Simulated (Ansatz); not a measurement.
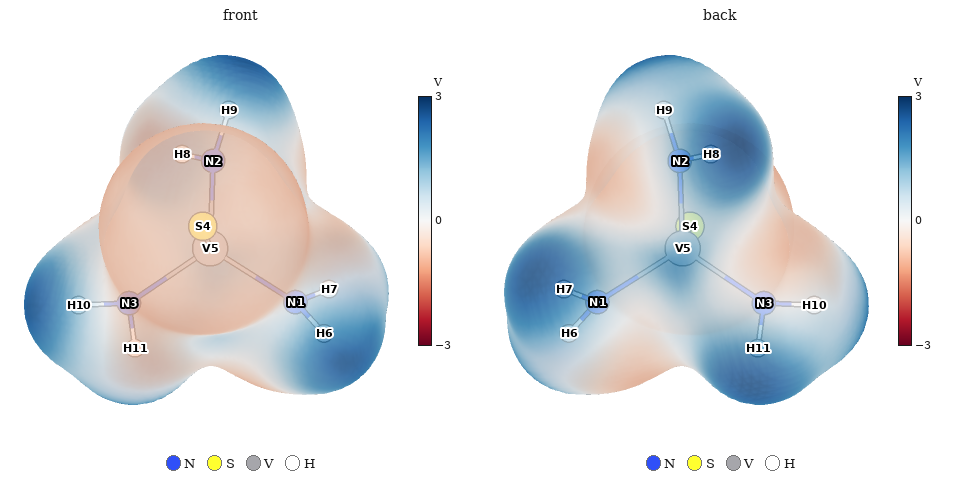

Figure 1: H6N3SV. The molecular electrostatic potential painted on the density surface at 0.004 e/bohr³, seen from the front and from behind; red is negative and blue positive.

Geometry: PBE0-D4/def2-SVP.

Computed with isolated molecule in a Gaussian basis; Kohn-Sham density functional theory, functional PBE0 (Ansatz).

The calculation's input:

```
crystal:
  periodic: [false, false, false]
  atoms:
    - {symbol: "N", position_ang: [-1.419015, 0.516930, -0.532970]}
    - {symbol: N, position_ang: [0.364092, -0.479527, 1.583046]}
    - {symbol: N, position_ang: [1.053809, -0.908245, -1.243684]}
    - {symbol: S, position_ang: [1.316385, 2.008075, -0.091605]}
    - {symbol: V, position_ang: [0.317741, 0.265033, -0.071207]}
    - {symbol: H, position_ang: [-1.755334, 1.318821, -1.058583]}
    - {symbol: H, position_ang: [-2.175072, 0.067125, -0.023699]}
    - {symbol: H, position_ang: [0.545522, -1.471035, 1.714517]}
    - {symbol: H, position_ang: [0.542541, 0.043471, 2.435719]}
    - {symbol: H, position_ang: [2.007964, -0.843591, -1.586942]}
    - {symbol: H, position_ang: [0.478206, -1.475102, -1.860658]}
basis:
  gaussian:
    orbitals: def2-TZVPD
magnetization:
  spin_polarized: false
output: {forces: true, orbitals: {seedname: orbitals}}
hamiltonian:
  xc: pbe0
```

Launched as:

```sh
ansatz run input.yaml --threads 2 --pin off --max-ram 5220MiB --events-out events.jsonl --progress --plain --runs-dir runs
```

### Describe the electrostatic potential map.

The most negative region (about −0.9 V, or −21 kcal/mol for a unit charge) lies over S4, the most positive (about +2.6 V, or +60 kcal/mol for a unit charge) over the H atoms.

### How polar is the molecule by this calculation?

Its dipole moment is 3.22 D.
